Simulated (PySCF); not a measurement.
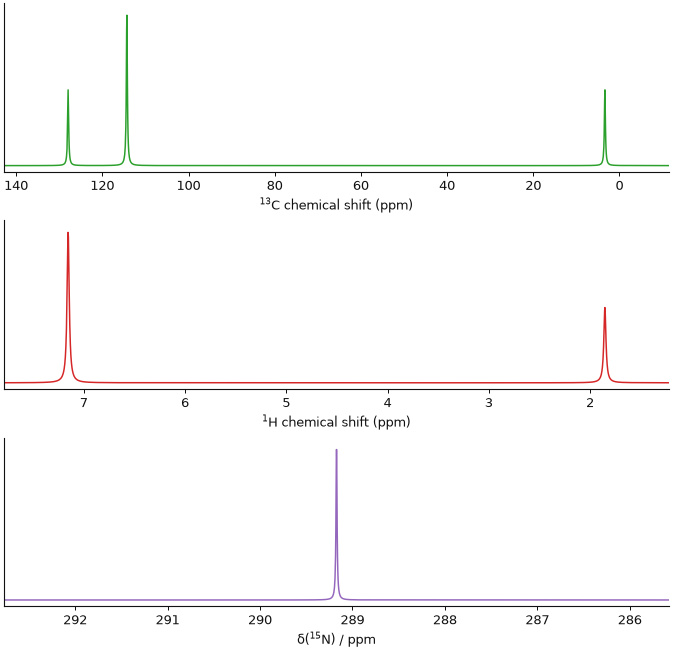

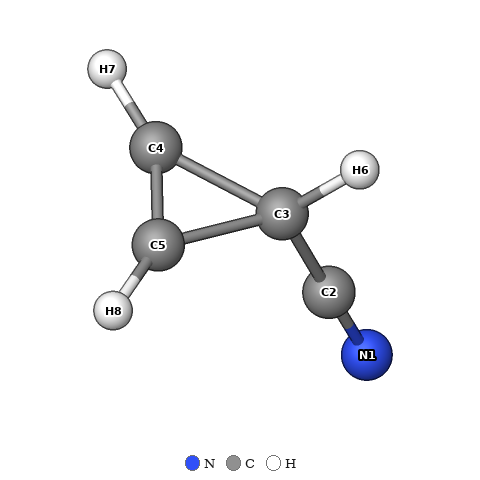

Spectrum and numbered structure of C₄H₃N, SMILES N#CC1C=C1. GIAO shifts, PBE0/pcSseg-1 with PySCF, at a PBE0-D3(BJ)/def2-SVP geometry (no frequency check), against TMS for ¹³C, TMS for ¹H and NH₃ for ¹⁵N computed at the same level (¹⁵N: a single molecule, while the usual scales start at liquid NH₃ or nitromethane; multiply bonded nitrogen can come out tens of ppm too deshielded). Gas phase, fully decoupled, line heights follow the number of nuclei, widths are arbitrary (no quadrupolar broadening); values of one conformer, averaged over methyl-type rotors and exact or near symmetry.

### Which ¹³C nuclei are the least shielded, and which the most?

Least shielded: C2 at 127.9 ppm. Most shielded: C3 at 3.4 ppm.

### Which atoms give which ¹H line?

```tsv
δ (ppm)	nuclei	atoms
7.15	2	H7, H8
1.85	1	H6
```

### Where does the ¹⁵N line lie?

At 289.2 ppm (N1).
